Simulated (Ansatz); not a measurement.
Band structure of Ag2O (P-3m1, 3 atoms in the cell).

```yaml
crystal:
  lattice:
    - [3.21547, 0.00000, 0.00000]
    - [-1.60773, 2.78468, 0.00000]
    - [0.00000, 0.00000, 4.98855]
  atoms:
    - { symbol: Ag, position: [0.66667, 0.33333, 0.28738] }
    - { symbol: Ag, position: [0.33333, 0.66667, 0.71262] }
    - { symbol: O, position: [0.00000, 0.00000, 0.00000] }
```

Method of the run: PBEsol, PAW files made with PBE (plane waves; Ansatz, a first-principles code).

Settings: kpoints.mp_grid.grid = 14 14 8; hamiltonian.xc = pbesol; hamiltonian.pseudopotentials = {kind: paw} (the program's default PAW files); scf.occupations.method = gaussian; scf.occupations.width = 0.0073 Ry; kpoints.band_path.npoints = 8.

The starting cell comes from a database of computed structures (which also holds hypothetical and non-ambient phases and stackings), without a prior relaxation at this level. The run gives no clean gap (levels at the Fermi energy touch, overlap or are partly filled at this smearing), which alone does not show that the compound is a metal.

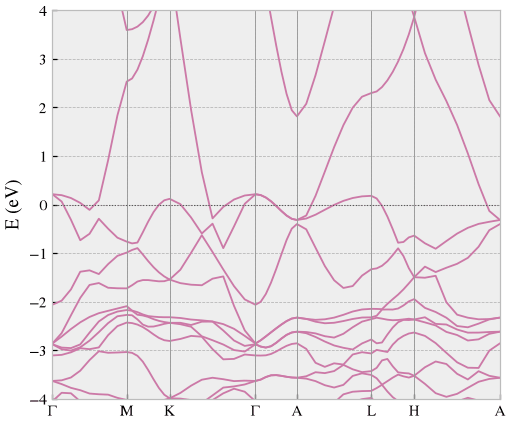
*Bands along the path, energies from the Fermi level.*

Levels in eV from the Fermi level, bands 19 to 26:
| point | 19 | 20 | 21 | 22 | 23 | 24 | 25 | 26 |
|---|---|---|---|---|---|---|---|---|
| Γ | -2.86 | -2.86 | -2.06 | 0.21 | 0.21 | 5.28 | 6.84 | 14.41 |
| M | -2.09 | -1.73 | -0.99 | -0.76 | 2.53 | 3.59 | 7.45 | 9.94 |
| K | -2.32 | -1.55 | -1.55 | 0.12 | 4.95 | 4.95 | 5.27 | 9.06 |
| A | -2.33 | -2.33 | -0.40 | -0.32 | -0.32 | 1.81 | 12.21 | 12.57 |
| L | -2.32 | -2.15 | -1.33 | 0.18 | 2.30 | 4.67 | 6.56 | 8.33 |
| H | -1.95 | -1.50 | -1.50 | -0.64 | 3.86 | 3.86 | 6.76 | 8.68 |

Bands cross the Fermi level along this path, so the cell is metallic at this level.

Keys are those of Ansatz 0.2.
